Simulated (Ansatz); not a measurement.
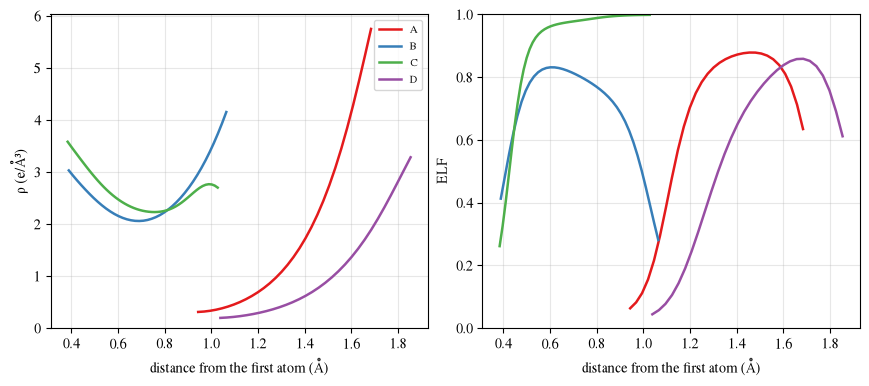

*H2NNaO. Electron density and electron localisation function along straight lines between neighbouring atoms. The curves leave out the atomic cores.*

Geometry: PBE0-D3(BJ)/def2-SVP.

These are results of isolated molecule in a Gaussian basis; Kohn-Sham density functional theory, functional PBE0 (Ansatz), not measurements.

```json
{"atom": "N", "x (Å)": "0.2077", "y (Å)": "0.2602", "z (Å)": "0.0502"}
{"atom": "Na", "x (Å)": "-1.5459", "y (Å)": "0.4017", "z (Å)": "-1.3466"}
{"atom": "O", "x (Å)": "0.0573", "y (Å)": "1.4712", "z (Å)": "-0.6744"}
{"atom": "H", "x (Å)": "0.2504", "y (Å)": "0.4833", "z (Å)": "1.0524"}
{"atom": "H", "x (Å)": "1.1467", "y (Å)": "-0.1149", "z (Å)": "-0.1335"}
```

Question: Which curve belongs to which contact (Na–N, Na–O, N–H and N–O)? The first atom named is at distance zero.

Answer: Curve A: Na–O (2.04 Å): ρ is about 0.35 e/Å³ halfway; the ELF peaks at about 0.90 in the valence shell of O, 0.6 Å from its nucleus, and is about 0.15 at the midpoint: an ionic contact with no shared pair. Curve B: N–O (1.42 Å): ρ is about 2.1 e/Å³ halfway; the ELF peaks at about 0.85 between the atoms (a shared electron pair). Curve C: N–H (1.03 Å): ρ at the midpoint is about 2.8 e/Å³; the ELF climbs to about 1 towards the hydrogen, as it does in any bond to H: an ordinary covalent bond to hydrogen. Curve D: Na–N (2.25 Å): ρ at the midpoint is about 0.23 e/Å³; the ELF is about 0.10 at the midpoint.
